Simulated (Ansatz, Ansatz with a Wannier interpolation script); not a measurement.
# Settings in Wannier-interpolated G0W0: Si3N4 (P6_3/m)

Aim: vary the Wannier model and the GW settings for Si3N4 (P6_3/m) and see what the interpolated bands lose.

Main program and level: Ansatz 0.2.0; maximally localised Wannier functions, LDA, plane waves, PAW.

## (1) Starting point

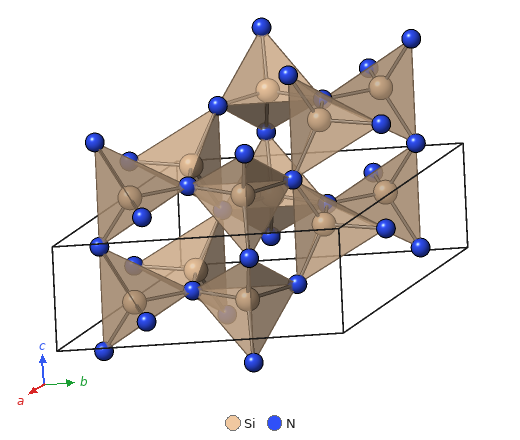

The starting structure, seen slightly off an axis (silicon light orange, nitrogen blue). 1×1×2 cells are drawn. Some periodic images of atoms are drawn too.

Structure file:

```
Si N
1.0
     7.60440    0.00000    0.00000
    -3.80220    6.58560    0.00000
     0.00000    0.00000    2.90630
Si N
6 8
Direct
  0.76848 0.17456 0.25000
  0.59392 0.76848 0.75000
  0.82544 0.59392 0.25000
  0.23152 0.82544 0.75000
  0.40608 0.23152 0.25000
  0.17456 0.40608 0.75000
  0.03050 0.33024 0.25000
  0.70026 0.03050 0.75000
  0.66976 0.70026 0.25000
  0.96950 0.66976 0.75000
  0.29974 0.96950 0.25000
  0.33024 0.29974 0.75000
  0.66667 0.33333 0.25000
  0.33333 0.66667 0.75000
```

The cell and positions come from the Crystallography Open Database and are kept as given unless a step says otherwise. The default PAW set here is soft_2. Its files were made with PBE.

## (2) Wannier model on 6×6×12

input.yaml

```yaml
crystal:
  lattice:
    - [7.6044, 0.0, 0.0]
    - [-3.8022, 6.5856035805, 0.0]
    - [0.0, 0.0, 2.9063]
  atoms:
    - { symbol: Si, position: [0.768477, 0.174557, 0.25] }
    - { symbol: Si, position: [0.59392, 0.768477, 0.75] }
    - { symbol: Si, position: [0.825443, 0.59392, 0.25] }
    - { symbol: Si, position: [0.231523, 0.825443, 0.75] }
    - { symbol: Si, position: [0.40608, 0.231523, 0.25] }
    - { symbol: Si, position: [0.174557, 0.40608, 0.75] }
    - { symbol: "N", position: [0.0305, 0.33024, 0.25] }
    - { symbol: "N", position: [0.70026, 0.0305, 0.75] }
    - { symbol: "N", position: [0.66976, 0.70026, 0.25] }
    - { symbol: "N", position: [0.9695, 0.66976, 0.75] }
    - { symbol: "N", position: [0.29974, 0.9695, 0.25] }
    - { symbol: "N", position: [0.33024, 0.29974, 0.75] }
    - { symbol: "N", position: [0.6666666667, 0.3333333333, 0.25] }
    - { symbol: "N", position: [0.3333333333, 0.6666666667, 0.75] }
kpoints:
  mp_grid: { grid: [3, 3, 6] }
hamiltonian:
  xc: lda
scf:
  occupations: { method: fixed }
  n_extra_bands: 77
output:
  wannier:
    kmesh: [6, 6, 12]
    projections:
      - { species: "N", l: p, shell: 2 }
      - { species: Si, l: s, shell: 3 }
      - { species: Si, l: p, shell: 3 }
    minimise: true
    write_hr: true
    seedname: w
    conv_tol: 1.0e-07
    max_iter: 4000
    disentanglement:
      window: [-1.97, 21.4]
      frozen_window: [-1.97, 15.17]
      conv_tol: 1.0e-08
```

Launch:

```bash
> ansatz run input.yaml --threads 3 --pin off --max-ram 92160MiB --backend cuda --events-out ev --progress --plain --runs-dir out --devices 1 --max-vram 13GiB  # rebuilt from the run's record
```

Numbers of over 12 decimals in the logs are rounded to 6 here.

What it wrote:

```text
scf.n_extra_bands = 77 over 32 filled bands (N_el = 64.0): the run solves 109 bands
GPUs: using 1 of 1 available (devices: 1).
Engine: ansatz 0.2.0, x86_64-unknown-linux-gnu
Pseudopotentials: kind: paw
Pseudopotential: Si, paw, valence charge 4, recommended cutoff 420 eV (normal), Si.paw.azcp
Pseudopotential: N, paw, valence charge 5, recommended cutoff 420 eV (normal), N.paw.azcp
Functional definition: SPW92
  exchange = slater_x
  correlation = pw_c
device memory: the entry about to start is reckoned to put 4.4 GiB on a device that reports 53.8 GiB free (of which the cap on the GPU budget leaves the run 13.0 GiB)
GPU FFT provider: cuFFT
GPU libraries: cuBLAS 13.8.2, cuFFT 12.4.0, cuSOLVER 12.3.4
Crystal: 14 atoms, lattice volume = 145.546 Å³
Basis set: ecut = 420 eV, 2823 PW (Γ)
Bands: 109, of which v1, the nominal top of the filled ones, is band 32 counted from 1 (31 counted from 0)
Symmetry: 12 space group operations
Space group: P63/m (ITA 176), of the structure as read, at distance tolerance 5.3e-5 Å
k-points: 12 of 54
Non-local potential: Si, projectors of the file, l = 0: 2, l = 1: 2, l = 2: 2
Non-local potential: N, projectors of the file, l = 0: 2, l = 1: 2, l = 2: 1
PAW form: soft (Blöchl's): semilocal exchange-correlation on the pseudo side does not see the compensation charge
PAW frozen core: Si, regenerated for the run's functional, and the local potential with it (the file was generated under x = pbe(κ = 0.804, μ = 0.219515), c = pbe(β = 0.066725))
PAW frozen core: N, regenerated for the run's functional, and the local potential with it (the file was generated under x = pbe(κ = 0.804, μ = 0.219515), c = pbe(β = 0.066725))
PAW one-centre angular grid: Si, 110 points (default); XC on 64 Gauss nodes
PAW one-centre angular grid: N, 110 points (default); XC on 64 Gauss nodes
Initial density: superposition of atomic densities (neutral atoms: chi_scale 0, normalization atom), corrected by the library's trained network
Initial wavefunctions: pseudopotential atomic-orbital guess
GPU buffer pool allocated for 58320 grid points (all kernels)
GPU transforms: local potential and band sums: pruned to the plane-wave sphere, on 54×54×20
Functional: x = slater, c = lda
SCF iter   1: F=—  HF=-6660.726504 eV  |F-HF|=—  |Δ(HF+E_count)|=         —  Δρ=9.24e-3  dr2=1.26e-1  ethr=1.77e-3  ⟨swp⟩=4.1  Hψ=4841  notcnv=0  defer=878
preconditioner: auto → Resta (q_TF=auto, 2.379 Å⁻¹)  ε∞=2.0  [insulator: Δε(μ)=4.021 eV  Ē_g=24.585 eV  n_scr=32 (ndim 8)  ℏωp=24.6 eV  f_vac=0.034  ε∞_Penn≈2.0]
SCF iter   2: F=—  HF=-6660.690018 eV  |F-HF|=—  |Δ(HF+E_count)|=   3.65e-2  Δρ=3.32e-3  dr2=5.32e-3  ethr=1.96e-4  ⟨swp⟩=2.0  Hψ=1542  notcnv=0  defer=894
SCF iter   3: F=—  HF=-6660.688370 eV  |F-HF|=—  |Δ(HF+E_count)|=   1.65e-3  Δρ=1.50e-3  dr2=1.44e-3  ethr=8.31e-6  ⟨swp⟩=2.9  Hψ=823  notcnv=0  defer=894
SCF iter   4: F=—  HF=-6660.687824 eV  |F-HF|=—  |Δ(HF+E_count)|=   5.46e-4  Δρ=1.29e-4  dr2=2.44e-5  ethr=2.25e-6  ⟨swp⟩=2.0  Hψ=836  notcnv=0  defer=868
SCF iter   5: F=—  HF=-6660.687872 eV  |F-HF|=—  |Δ(HF+E_count)|=   4.76e-5  Δρ=4.84e-5  dr2=3.48e-6  ethr=3.82e-8  ⟨swp⟩=2.0  Hψ=810  notcnv=0  defer=853
SCF iter   6: F=—  HF=-6660.687872 eV  |F-HF|=—  |Δ(HF+E_count)|=   7.29e-8  Δρ=1.13e-5  dr2=1.70e-7  ethr=5.44e-9  ⟨swp⟩=2.2  Hψ=721  notcnv=0  defer=853
SCF iter   7: F=-6660.687872 eV  HF=-6660.687872 eV  |F-HF|=2.96e-9  |Δ(HF+E_count)|=   4.33e-8  Δρ=2.37e-6  dr2=8.06e-9  ethr=1.56e-10  ⟨swp⟩=12.1  Hψ=9735  notcnv=0
SCF 1 converged in 7 iterations: F = -6660.687872 eV  dr2 = 8.06e-9
[...]
device memory: the entry about to start is reckoned to put 5.4 GiB (of the 5.5 GiB reckoned in all, the device holds 0.1 GiB already) on a device that reports 58.8 GiB free (of which the cap on the GPU budget leaves the run 12.9 GiB)
NSCF: frozen V_eff on 12 k-points
[...]
device memory: the entry about to start is reckoned to put 4.3 GiB on a device that reports 58.9 GiB free (of which the cap on the GPU budget leaves the run 13.0 GiB)
NSCF: frozen V_eff on 59 k-points
the Wannier pass solved 59 of the 432 points of its mesh, and has the states at the others by symmetry: states obtained by the crystal's operations at points that were solved too leave a residual of 4.06e-13 eV (read by the count's bands and the next), within 8.33e-6 eV
SCF converged after 7 iterations
Free energy (F): -6660.687872 eV
Harris-Foulkes:  -6660.687872 eV  (|F-HF|=2.96e-9)
Internal energy: -6660.687872 eV  (E = F + TS)
E sigma→0 (E₀):  -6660.687872 eV
Fermi energy:    8.021957 eV
--- Per-component energies (eV) ---
  E_band       = 47.745484
  E_kinetic    = 1349.015676
  E_local      = -2160.137350  (includes V_loc(G=0)·N_el)
  E_nonlocal   = 527.916957
  E_hartree    = 712.701350
  E_xc         = -818.153725
  E_vxc        = -909.044196  (∫ρ·V_xc dr)
  E_paw        = -3868.225543  (= ΣΔE_a)
  E_vpaw       = -185.410784  (= ΣTr[D̂ρ^β])
  E_aug_tail   = 0.000795  (compensation charges beyond the density's cutoff)
  E_ewald      = -2404.952369
  E_core_change = 1.146337  (= ΣΔE_core)
  E_smearing   = -0.000000  (= −TS)
  E_closure    = -0.000000  (closes the sum)
  Σ components = -6660.687872   (vs F -6660.687872, Δ=0.00e0)
--- Band table (eV; the first three rows and the last of 12) ---
  k-point 0: bands = [... 28 lower, 6.7067, 7.5480, 7.6216, 7.8188, 12.1745, 12.6190, 12.7789, 12.7789, ... 73 higher]
  k-point 1: bands = [... 28 lower, 6.7329, 6.7329, 6.8547, 8.0220, 13.5424, 13.8463, 13.8463, 14.0232, ... 73 higher]
  k-point 2: bands = [... 28 lower, 6.2899, 6.5538, 6.5538, 7.6785, 12.9196, 12.9196, 13.8261, 13.8261, ... 73 higher]
  k-point 11: bands = [... 28 lower, 6.5861, 6.5861, 6.8866, 6.8866, 12.8985, 12.8985, 13.6759, 13.6759, ... 73 higher]
```

The job ended after 21 s (1 × NVIDIA H100 80GB HBM3 (shared by 6 runs) with 3 threads of AMD EPYC 7R13 (Zen 3), shared host; peak memory 1.8 GiB).

In the SCF lines HF is the Harris–Foulkes energy and dr2 the Hartree energy of the density residual, in eV; the loop may stop once dr2 is under the threshold and the program's other checks hold. Hψ counts applications of the Hamiltonian.

The run ended with an error after its SCF cycle had converged; no result of it is taken.

## (3) Wannier model on 6×6×12

Localised functions give a small Hamiltonian that interpolates between mesh points at no cost.

input.yaml: that of step 2 with these lines changed.

```diff
@@ -40,4 +40,4 @@
     disentanglement:
-      window: [-1.97, 21.4]
-      frozen_window: [-1.97, 15.17]
+      window: [-1.97, 26.46]
+      frozen_window: [-1.97, 16.17]
       conv_tol: 1.0e-08
```

What it wrote:

```text
[...]
GPUs: using 1 of 1 available (devices: 1).
[...]
GPU FFT provider: cuFFT
GPU libraries: cuBLAS 13.8.2, cuFFT 12.4.0, cuSOLVER 12.3.4
Crystal: 14 atoms, lattice volume = 145.546 Å³
Basis set: ecut = 420 eV, 2823 PW (Γ)
Bands: 109, of which v1, the nominal top of the filled ones, is band 32 counted from 1 (31 counted from 0)
Symmetry: 12 space group operations
[...]
k-points: 12 of 54
[...]
GPU buffer pool allocated for 58320 grid points (all kernels)
[...]
SCF iter   1: F=—  HF=-6660.726504 eV  |F-HF|=—  |Δ(HF+E_count)|=         —  Δρ=9.24e-3  dr2=1.26e-1  ethr=1.77e-3  ⟨swp⟩=4.1  Hψ=4841  notcnv=0  defer=878
[...]
SCF iter   7: F=-6660.687872 eV  HF=-6660.687872 eV  |F-HF|=2.96e-9  |Δ(HF+E_count)|=   4.33e-8  Δρ=2.37e-6  dr2=8.06e-9  ethr=1.56e-10  ⟨swp⟩=12.1  Hψ=9735  notcnv=0
SCF 1 converged in 7 iterations: F = -6660.687872 eV  dr2 = 8.06e-9
[...]
NSCF: frozen V_eff on 12 k-points
[...]
SCF converged after 7 iterations
Free energy (F): -6660.687872 eV
[...]
Internal energy: -6660.687872 eV  (E = F + TS)
E sigma→0 (E₀):  -6660.687872 eV
Fermi energy:    8.021957 eV
[...]
--- Band table (eV; the first three rows and the last of 12) ---
  k-point 0: bands = [... 28 lower, 6.7067, 7.5480, 7.6216, 7.8188, 12.1745, 12.6190, 12.7789, 12.7789, ... 73 higher]
  k-point 1: bands = [... 28 lower, 6.7329, 6.7329, 6.8547, 8.0220, 13.5424, 13.8463, 13.8463, 14.0232, ... 73 higher]
  k-point 2: bands = [... 28 lower, 6.2899, 6.5538, 6.5538, 7.6785, 12.9196, 12.9196, 13.8261, 13.8261, ... 73 higher]
  k-point 11: bands = [... 28 lower, 6.5861, 6.5861, 6.8866, 6.8866, 12.8985, 12.8985, 13.6759, 13.6759, ... 73 higher]
Wannier search: line search 1 of at most 4000: gauge-dependent spread (as the search counts it) 18.1729563 Å², largest recent change 1.1e1 Å² and fall left 4.4e-2 Å² against conv_tol 1.0e-7 Å², 0 stops escaped
```

Wall time 49 s (1 × NVIDIA H100 80GB HBM3 (shared by 6 runs) with 3 threads); peak memory 2.1 GiB; 70 s of CPU time.

This step gave:

```yaml
gauge_invariant_spread: 59.02 Å²
diagonal_spread: 0.05829 Å²
off_diagonal_spread: 4.472 Å²
total_spread: 63.55 Å²
least_projectability: 0.1460
localisation_steps: 36
disentanglement_steps: 345
r_m_s_interpolation_error: 4.46e-4 eV
r_m_s_error_near_the_gap: 6.39e-4 eV
```

Near the gap the model misses directly solved bands by 0.6 meV r.m.s. and by 7 meV at most in the window tested. This tests the starting bands, not the corrections carried with them.

Frozen up to 8.15 eV; above it the model need not follow the bands. The electronic bands at the labelled points (eV, zero at the valence-band top):

```
    point  band 29  band 30  band 31  band 32  band 33  band 34  band 35  band 36
        Γ    -1.32    -0.47    -0.40    -0.20     4.15     4.60     4.76     4.76
        M    -1.38    -0.80    -0.34    -0.26     4.47     4.56     4.71     5.15
        K    -1.16    -1.16    -0.29    -0.29     4.55     4.70     4.70     5.42
        Γ    -1.32    -0.47    -0.40    -0.20     4.15     4.60     4.76     4.76
        A    -1.66    -1.66    -1.38    -1.38     4.55     4.55     4.55     4.55
        L    -1.53    -1.53    -1.07    -1.07     4.64     4.64     5.68     5.68
        H    -1.44    -1.44    -1.14    -1.14     4.88     4.88     5.65     5.65
        A    -1.66    -1.66    -1.38    -1.38     4.55     4.55     4.55     4.55
jump to L    -1.53    -1.53    -1.07    -1.07     4.64     4.64     5.68     5.68
        M    -1.38    -0.80    -0.34    -0.26     4.47     4.56     4.71     5.15
jump to H    -1.44    -1.44    -1.14    -1.14     4.88     4.88     5.65     5.65
        K    -1.16    -1.16    -0.29    -0.29     4.55     4.70     4.70     5.42
```

The same for Kohn-Sham, solved directly:

```
point  band 29  band 30  band 31  band 32  band 33  band 34  band 35  band 36
    Γ    -1.32    -0.47    -0.40    -0.20     4.15     4.60     4.76     4.76
    M    -1.38    -0.80    -0.34    -0.26     4.47     4.56     4.71     5.15
    K    -1.16    -1.16    -0.29    -0.29     4.55     4.70     4.70     5.42
    Γ    -1.32    -0.47    -0.40    -0.20     4.15     4.60     4.76     4.76
    A    -1.66    -1.66    -1.38    -1.38     4.55     4.55     4.55     4.55
    L    -1.53    -1.53    -1.07    -1.07     4.64     4.64     5.68     5.68
    H    -1.44    -1.44    -1.14    -1.14     4.88     4.88     5.65     5.65
    A    -1.66    -1.66    -1.38    -1.38     4.55     4.55     4.55     4.55
    L    -1.53    -1.53    -1.07    -1.07     4.64     4.64     5.68     5.68
    M    -1.38    -0.80    -0.34    -0.26     4.47     4.56     4.71     5.15
    H    -1.44    -1.44    -1.14    -1.14     4.88     4.88     5.65     5.65
    K    -1.16    -1.16    -0.29    -0.29     4.55     4.70     4.70     5.42
```

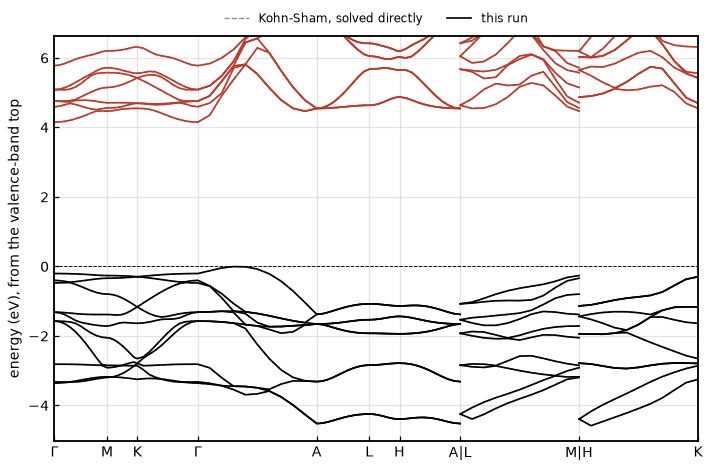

Electronic bands along the path; lines of filled and empty bands in two colours; dashed: Kohn-Sham, solved directly.

## (4) Wannier model on 3×3×6

input.yaml: that of step 3 with these lines changed.

```diff
@@ -29,3 +29,3 @@
   wannier:
-    kmesh: [6, 6, 12]
+    kmesh: [3, 3, 6]
     projections:
```

What it wrote:

```text
[...]
GPUs: using 1 of 1 available (devices: 1).
[...]
GPU FFT provider: cuFFT
GPU libraries: cuBLAS 13.8.2, cuFFT 12.4.0, cuSOLVER 12.3.4
Crystal: 14 atoms, lattice volume = 145.546 Å³
Basis set: ecut = 420 eV, 2823 PW (Γ)
Bands: 109, of which v1, the nominal top of the filled ones, is band 32 counted from 1 (31 counted from 0)
Symmetry: 12 space group operations
[...]
k-points: 12 of 54
[...]
GPU buffer pool allocated for 58320 grid points (all kernels)
[...]
SCF iter   1: F=—  HF=-6660.726504 eV  |F-HF|=—  |Δ(HF+E_count)|=         —  Δρ=9.24e-3  dr2=1.26e-1  ethr=1.77e-3  ⟨swp⟩=4.1  Hψ=4841  notcnv=0  defer=878
[...]
SCF iter   7: F=-6660.687872 eV  HF=-6660.687872 eV  |F-HF|=2.96e-9  |Δ(HF+E_count)|=   4.33e-8  Δρ=2.37e-6  dr2=8.06e-9  ethr=1.56e-10  ⟨swp⟩=12.1  Hψ=9735  notcnv=0
SCF 1 converged in 7 iterations: F = -6660.687872 eV  dr2 = 8.06e-9
[...]
SCF converged after 7 iterations
Free energy (F): -6660.687872 eV
[...]
Internal energy: -6660.687872 eV  (E = F + TS)
E sigma→0 (E₀):  -6660.687872 eV
Fermi energy:    8.021957 eV
[...]
--- Band table (eV; the first three rows and the last of 12) ---
  k-point 0: bands = [... 28 lower, 6.7067, 7.5480, 7.6216, 7.8188, 12.1745, 12.6190, 12.7789, 12.7789, ... 73 higher]
  k-point 1: bands = [... 28 lower, 6.7329, 6.7329, 6.8547, 8.0220, 13.5424, 13.8463, 13.8463, 14.0232, ... 73 higher]
  k-point 2: bands = [... 28 lower, 6.2899, 6.5538, 6.5538, 7.6785, 12.9196, 12.9196, 13.8261, 13.8261, ... 73 higher]
  k-point 11: bands = [... 28 lower, 6.5861, 6.5861, 6.8866, 6.8866, 12.8985, 12.8985, 13.6759, 13.6759, ... 73 higher]
[...]
WARN: <dir> 36 periodic images of 36 elements of H(R) lie 4.88e-4 to 1.95e-3 Å beyond their element's nearest image, near the 9.77e-4 Å window within which an element is shared among its images; whether they share it moves the interpolated H(k) by 1.4e-3 eV (Frobenius norm, root mean square over the Brillouin zone); at the model's own mesh points H(k) does not change
```

The job ended after 11 s (1 × NVIDIA H100 80GB HBM3 (shared by 6 runs) with 3 threads; peak memory 1.1 GiB).

Numbers from this step:

| Property | Result |
| --- | --- |
| gauge-invariant spread | 55.36 Å² |
| diagonal spread | 0.05544 Å² |
| off-diagonal spread | 4.667 Å² |
| total spread | 60.09 Å² |
| least projectability | 0.1462 |
| localisation steps | 25 |
| disentanglement steps | 109 |
| r.m.s. interpolation error | 0.004425 eV |
| r.m.s. error near the gap | 0.006142 eV |

Near the gap the model misses directly solved bands by 6.1 meV r.m.s. and by 54 meV at most in the window tested. This tests the starting bands, not the corrections carried with them.

Frozen up to 8.15 eV; above it the model need not follow the bands. Electronic bands along the path, in eV, zero at the valence-band top; v1 is the highest filled band, c1 the lowest empty one:

```
    point     v4     v3     v2     v1    c1    c2    c3    c4
        Γ  -1.32  -0.47  -0.40  -0.20  4.15  4.60  4.76  4.76
        M  -1.38  -0.80  -0.34  -0.26  4.48  4.56  4.71  5.15
        K  -1.16  -1.16  -0.29  -0.29  4.55  4.70  4.70  5.42
        Γ  -1.32  -0.47  -0.40  -0.20  4.15  4.60  4.76  4.76
        A  -1.66  -1.66  -1.38  -1.38  4.55  4.55  4.55  4.55
        L  -1.53  -1.53  -1.08  -1.08  4.64  4.64  5.68  5.68
        H  -1.44  -1.44  -1.14  -1.14  4.88  4.88  5.65  5.65
        A  -1.66  -1.66  -1.38  -1.38  4.55  4.55  4.55  4.55
jump to L  -1.53  -1.53  -1.08  -1.08  4.64  4.64  5.68  5.68
        M  -1.38  -0.80  -0.34  -0.26  4.48  4.56  4.71  5.15
jump to H  -1.44  -1.44  -1.14  -1.14  4.88  4.88  5.65  5.65
        K  -1.16  -1.16  -0.29  -0.29  4.55  4.70  4.70  5.42
```

The same for Kohn-Sham, solved directly:

```
point     v4     v3     v2     v1    c1    c2    c3    c4
    Γ  -1.32  -0.47  -0.40  -0.20  4.15  4.60  4.76  4.76
    M  -1.38  -0.80  -0.34  -0.26  4.47  4.56  4.71  5.15
    K  -1.16  -1.16  -0.29  -0.29  4.55  4.70  4.70  5.42
    Γ  -1.32  -0.47  -0.40  -0.20  4.15  4.60  4.76  4.76
    A  -1.66  -1.66  -1.38  -1.38  4.55  4.55  4.55  4.55
    L  -1.53  -1.53  -1.07  -1.07  4.64  4.64  5.68  5.68
    H  -1.44  -1.44  -1.14  -1.14  4.88  4.88  5.65  5.65
    A  -1.66  -1.66  -1.38  -1.38  4.55  4.55  4.55  4.55
    L  -1.53  -1.53  -1.07  -1.07  4.64  4.64  5.68  5.68
    M  -1.38  -0.80  -0.34  -0.26  4.47  4.56  4.71  5.15
    H  -1.44  -1.44  -1.14  -1.14  4.88  4.88  5.65  5.65
    K  -1.16  -1.16  -0.29  -0.29  4.55  4.70  4.70  5.42
```

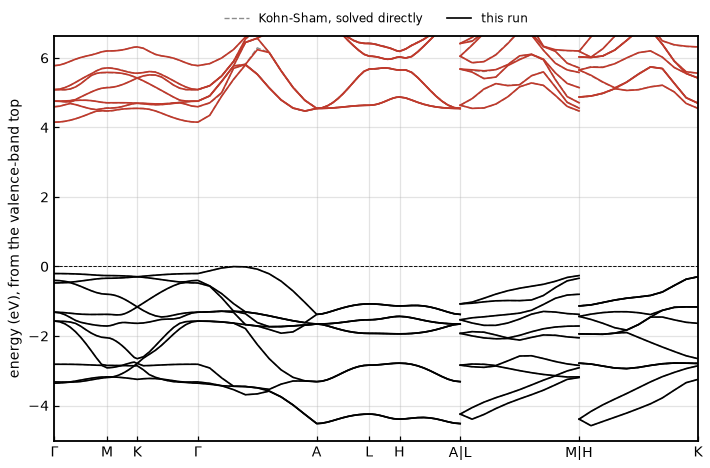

Electronic bands along the path; lines of filled and empty bands in two colours; dashed: Kohn-Sham, solved directly.

(Part 1 of 2 ends here.)

[Paths, hosts, dates, memory and timing lines, banners, echoed tables and standing remarks are left out of the program output.]

[Logs are printed without paths, hosts, clocks, repeated set-up lines and the standing remarks that a program may print on its own settings, such as how far it seeks lower states.]

[Runs of the session that timed out or met a known fault of the program may be left out.]

[Hosts, paths, dates, database ids (printed as entryN), source tags and the programs' standing remarks are cut or masked in the printed files.]
